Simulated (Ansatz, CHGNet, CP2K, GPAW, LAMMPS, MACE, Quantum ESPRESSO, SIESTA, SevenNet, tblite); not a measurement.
**How far do other methods lie from plane waves? Glassy 71SiO2-12Al2O3-17CaO (mol %) (74 atoms)**

Aim: forces, pressure and gap of glassy 71SiO2-12Al2O3-17CaO (mol %) (74 atoms) at one geometry, from other programs and methods, against plane-wave PBE.

Results are calculated, not measured.

### Step 1. The structure

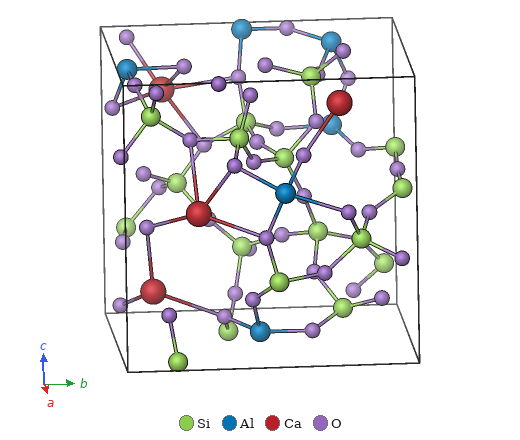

The cell (silicon green, aluminium blue, calcium red, oxygen purple). Bonds to atoms that aren't drawn are left out.

The cell holds 74 atoms (17 Si, 6 Al, 4 Ca and 47 O), with edges of 9.90, 9.90 and 9.90 Å. Recipe: 74 atoms (17 Si, 6 Al, 4 Ca, 47 O) placed at random at 2.49 g/cm³, melted at 4000 K for 10 ps at fixed volume with the Morse and Coulomb pair potential with partial charges (Pedone, Malavasi, Menziani, Cormack and Segre, J. Phys. Chem. B 110, 11780 (2006)). Quenched from 4000 K to 300 K at 500 K/ps and fixed volume, held 10 ps at zero pressure. The density is 2.66 g/cm³.

### Step 2. The reference input

Quantum ESPRESSO 7.5: Kohn-Sham DFT, PBE, SSSP efficiency 1.3.0 pseudopotentials, plane waves. Its input, pw.in:

```
&control
  calculation = 'scf'
  pseudo_dir = './pseudo'
  outdir = './tmp'
  disk_io = 'none'
  tprnfor = .true.
  tstress = .true.
/
&system
  ibrav = 0
  nat = 74
  ntyp = 4
  ecutwfc = 60
  ecutrho = 480
  nosym = .true.
  occupations = 'smearing'
  smearing = 'fd'
  degauss = 0.003675
/
&electrons
  conv_thr = 3.7e-07
  electron_maxstep = 100
  mixing_beta = 0.4
  mixing_mode = 'plain'
  diagonalization = 'david'
/
ATOMIC_SPECIES
Si 28.085 Si.upf
Al 26.982 Al.upf
Ca 40.078 Ca.upf
O 15.999 O.upf
CELL_PARAMETERS angstrom
9.89690 0.00000 0.00000
0.00000 9.89690 0.00000
0.00000 0.00000 9.89690
ATOMIC_POSITIONS crystal
Si 0.74810 0.41376 0.75168
Si 0.01229 0.07570 0.29975
Si 0.18917 0.23880 0.48620
Si 0.95988 0.17566 0.02179
[... 68 atom lines left out ...]
O 0.27540 0.11877 0.53972
O 0.97028 0.76804 0.52747
K_POINTS gamma
```

```console
$ OMP_NUM_THREADS=1 mpirun -np 2 pw.x -in pw.in > output.txt
```

Wall time 3.8 min (2 MPI ranks of Arm Neoverse V2, shared host); peak memory 2.8 GiB.

It converged with an r.m.s. force component of 1.4 eV/Å and a pressure of 6.9 GPa.

Its highest filled and lowest empty levels lie 2.91 eV apart on its k-points.

### Step 3. What was run beside it

- CHGNet: machine-learned potential, published weights.
- CP2K 2026.2: Gaussian basis with GTH pseudopotentials and a plane-wave density; labels give functional, basis (MOLOPT sets; SR short-range, UZH the newer set with its own potentials), grid cutoff/relative cutoff and solver (OT: orbital transformation; TRS4, TC2, SIGN: linear-scaling purification with its sparsity filter), or its built-in tight binding.
- GPAW 26.7.0: PAW with atomic orbitals (LCAO), plane waves or a real-space grid of spacing h.
- MACE: machine-learned potential, published weights.
- SIESTA 5.4.2: numerical atomic orbitals, whose automatically made sets are far from complete, with PseudoDojo norm-conserving potentials that we converted to its format (checked against plane waves on the same files for H, C, O, Si, Ge and Ca alone); labels give functional, basis size, energy shift and mesh cutoff.
- SevenNet: machine-learned potential, published weights.
- tblite 0.8.0: extended tight binding, driven from Python.

All use the same cell and atoms, and the electronic-structure runs the same k-mesh.

### Step 4. Side by side

Differences are against the reference: forces as r.m.s. over components, share as that over the reference's r.m.s. force, slope as the fitted ratio of a run's forces to the reference's.

| run | Δ force, r.m.s. (meV/Å) | share (%) | slope | Δ pressure (GPa) | Δ gap (eV) | cores | CPU time | memory (GiB) |
| --- | --- | --- | --- | --- | --- | --- | --- | --- |
| reference | - | - | - | - | - | 2 | 7.7 min | 2.8 |
| CHGNet r2SCAN potential | 314 | 22.0 | 0.831 | -4.97 | - | 1 | 3.6 s | 1.1 |
| CP2K GFN1-xTB, OT DIIS | 1067 | 74.8 | 1.059 | -42.5 | - | 1 | 6.1 s | 0.46 |
| CP2K PBE, DZVP-MOLOPT-SR, 210/50 Ry, OT CG (coarse) | 170 | 11.9 | 0.963 | 0.109 | -0.0299 | 2 | 6 min | 0.6 |
| CP2K PBE, DZVP-MOLOPT-SR, 300/50 Ry, OT CG (coarse) | 156 | 11.0 | 0.973 | -0.139 | -0.0164 | 2 | 5.4 min | 0.74 |
| CP2K PBE, DZVP-MOLOPT-SR, 600/50 Ry, OT CG | 125 | 8.74 | 0.966 | -0.262 | -0.012 | 4 | 8.8 min | 2.6 |
| CP2K PBE, DZVP-MOLOPT-SR, 600/50 Ry, TC2 filter 1e-05, SCF 1e-06 | 135 | 9.50 | 0.969 | -0.230 | - | 4 | 2.6 min | 2.5 |
| CP2K PBE, DZVP-MOLOPT-SR, 600/50 Ry, TC2 filter 1e-06, SCF 1e-06 | 135 | 9.50 | 0.969 | -0.230 | - | 4 | 2.6 min | 2.5 |
| CP2K PBE, DZVP-MOLOPT-SR, 600/50 Ry, TC2 filter 1e-07, SCF 1e-07 | 127 | 8.89 | 0.967 | -0.253 | - | 4 | 3.4 min | 2.5 |
| CP2K PBE, SZV-MOLOPT-SR, 600/50 Ry, OT CG (coarse) | 975 | 68.5 | 1.298 | 21.3 | -1.57 | 2 | 5.3 min | 1.3 |
| GPAW PBE, LCAO dzp, h 0.18 Å | 308 | 21.6 | 1.124 | - | -0.0673 | 1 | 2.6 min | 1.5 |
| GPAW PBE, LCAO sz(dzp), h 0.18 Å (coarse) | 1080 | 75.8 | 1.279 | - | -0.497 | 1 | 49 s | 1.1 |
| GPAW revPBE, LCAO dzp, h 0.18 Å | 345 | 24.2 | 1.141 | - | 0.0853 | 1 | 2.6 min | 1.5 |
| MACE MP-0b3 medium potential | 92.6 | 6.50 | 0.974 | -0.437 | - | 1 | 7.2 s | 1 |
| SIESTA LDA, DZP, shift 0.01 Ry, mesh 500 Ry | 232 | 16.3 | 0.948 | -5.56 | -0.578 | 2 | 4.7 min | 2.2 |
| SIESTA PBE, DZ, shift 0.01 Ry, mesh 500 Ry (coarse) | 847 | 59.4 | 1.261 | 14.0 | -0.642 | 1 | 2 min | 1.1 |
| SIESTA PBE, DZP, shift 0.01 Ry, mesh 200 Ry | 254 | 17.9 | 1.033 | 2.88 | -0.468 | 1 | 87 s | 0.68 |
| SIESTA PBE, DZP, shift 0.01 Ry, mesh 500 Ry | 254 | 17.8 | 1.033 | 2.91 | -0.468 | 2 | 5.2 min | 2.2 |
| SIESTA PBE, SZ, shift 0.01 Ry, mesh 500 Ry (coarse) | 1030 | 72.3 | 1.329 | 17.7 | -1.45 | 1 | 89 s | 0.93 |
| SevenNet 0 potential | 99.7 | 7.00 | 0.969 | -0.486 | - | 1 | 7.2 s | 0.9 |
| tblite GFN2-xTB | 486 | 34.1 | 0.842 | -8.03 | - | 1 | 7.6 s | 0.12 |
| tblite IPEA1-xTB | 534 | 37.5 | 0.796 | -3.43 | - | 1 | 4.7 s | 0.12 |

Rows marked coarse were listed beforehand as settings not expected to be converged; some can still land near the reference.

Times of the machine-learned potentials are mostly Python's start and the loading of weights.

Left out of this page: QE PBE, sssp-1.3.0-efficiency, 60/480 Ry (killed or ended with an error).

Runs without a result: CP2K HSE06 with ADMM, PBE0 potentials, DZVP-UZH, 600/50 Ry, OT DIIS (cut off at its time limit).

CPU time is summed over cores on shared hosts, so it is rough.

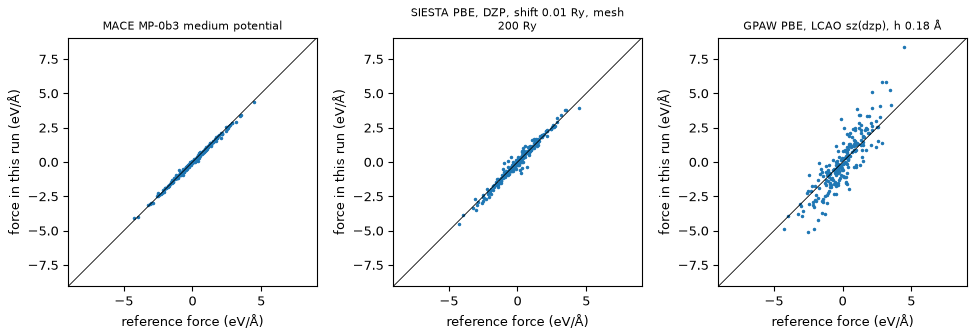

Force components against those of the reference; the line marks equality.

### Step 5. Findings

Forces lie from 6.5 % (MACE MP-0b3 medium potential) to 76 % (GPAW PBE, LCAO sz(dzp), h 0.18 Å, coarse) of the reference's r.m.s. force of 1.4 eV/Å away from it. The PBE runs in local orbitals, coarse settings apart, differ by 8.7 % (CP2K PBE, DZVP-MOLOPT-SR, 600/50 Ry, OT CG) to 22 % (GPAW PBE, LCAO dzp, h 0.18 Å); basis, grid and potentials can all enter. Tight binding differs by 34 % (tblite GFN2-xTB) to 75 % (CP2K GFN1-xTB, OT DIIS); it is another model, with fitted parameters of its own, and the xTB methods hold dispersion. Machine-learned potentials differ by 6.5 % (MACE MP-0b3 medium potential) to 22 % (CHGNet r2SCAN potential); they were trained on other programs' data, some at another functional.

Rows with another functional or a dispersion term differ by 16 % (SIESTA LDA, DZP, shift 0.01 Ry, mesh 500 Ry) to 24 % (GPAW revPBE, LCAO dzp, h 0.18 Å), which mixes the change of model with differences of basis and potentials. IPEA1-xTB was fitted to ionisation energies and electron affinities, not to forces or charges. Runs with settings chosen to be coarse differ by 11 % (CP2K PBE, DZVP-MOLOPT-SR, 300/50 Ry, OT CG) to 76 % (GPAW PBE, LCAO sz(dzp), h 0.18 Å), their programs' other errors included. GPAW PBE, LCAO dzp, h 0.18 Å stiffens the forces by a factor of 1.12 while following their directions (correlation 0.988). From CP2K PBE, DZVP-MOLOPT-SR, 210/50 Ry, OT CG to the finer CP2K PBE, DZVP-MOLOPT-SR, 600/50 Ry, TC2 filter 1e-07, SCF 1e-07 the share falls from 12 to 8.9 %. From SIESTA PBE, DZP, shift 0.01 Ry, mesh 200 Ry to the finer SIESTA PBE, DZP, shift 0.01 Ry, mesh 500 Ry the share goes from 17.9 to 17.8 %, so the grid isn't what parts these runs from the reference. Pressures at PBE, coarse settings apart, lie -0.26 to +2.91 GPa from the reference's. Gaps at PBE, coarse settings apart, lie -0.47 to -0.01 eV from the reference's. A pressure off by over 25 GPa (CP2K GFN1-xTB, OT DIIS) is no usable stress for this cell.

Caveats: Periodic xTB results under one method name differ between programs and library versions. The reference's pressure holds the uncorrected Pulay stress of its 60 Ry basis, so small pressure differences may be the reference's own error. Machine-learned potentials mimic data converged in k, so the reference's own k-point error enters their differences. The quench rate of 500 K/ps is many orders above laboratory rates, so the cell is likely richer in defects and strain than a real sample. The network of bonds at the start is that of the classical potential that made the cell, and needn't be the one that DFT or experiment would give. The electronic-structure runs sample only Γ, in a cell whose shortest periodic width is 10 Å. Where levels are smeared, the DFT runs use Fermi–Dirac occupations at 580 K (0.05 eV), and energies are free energies. The reference's cutoffs and mesh weren't converged further here.

[Logs are printed without paths, hosts, clocks, repeated set-up lines and the standing remarks that a program may print on its own settings, such as how far it seeks lower states.]

[Hosts, paths, dates, database ids (printed as entryN), source tags and the programs' standing remarks are cut or masked in the printed files.]

[Cells were taken only where this reference lay near another plane-wave run.]
